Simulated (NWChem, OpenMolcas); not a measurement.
# Exact exchange and the dipole moment of CH3F (fluoromethane)

CH3F: 5 atoms, total charge 0, spin state singlet. SMILES: `CF`. The coordinates come from a PBE0-D4/def2-TZVP relaxation.

The dipole moment y, in D, basis def2-TZVPP; a is the functional's share of exact exchange. Programs: NWChem 7.3.0, OpenMolcas 26.06.

| functional | program | a | y (D) |
| --- | --- | --- | --- |
| BLYP | NWChem | 0 | 1.70 |
| BP86 | NWChem | 0 | 1.68 |
| B3LYP | NWChem | 0.2 | 1.80 |
| PBE0 | NWChem | 0.25 | ? |
| BHLYP | OpenMolcas | 0.5 | 1.91 |

Fit y = c + s·a to the known rows and predict PBE0.


1. Means of the 4 rows: a = 0.1750, y = 1.772.
2. Σ(Δa)² = 0.1675, Σ(Δa·Δy) = 0.07425, so the slope is 0.07425/0.1675 = 0.44328.
3. Intercept: 1.772 − (0.44328) × 0.1750 = 1.694. The largest residual of the fit is 0.017.
4. PBE0: 1.694 + (0.44328) × 0.25 = 1.80 D.

The run gave 1.78 D, so the prediction is off by +0.02 D, about the scatter of the fit. More exact exchange makes the molecule more polar here. The measured value is 1.85 D (NIST CCCBDB).

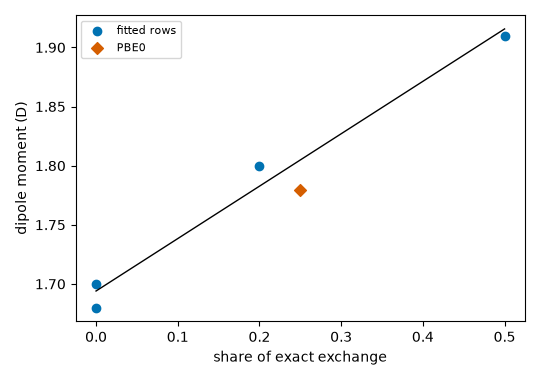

The fitted line, with the withheld row.
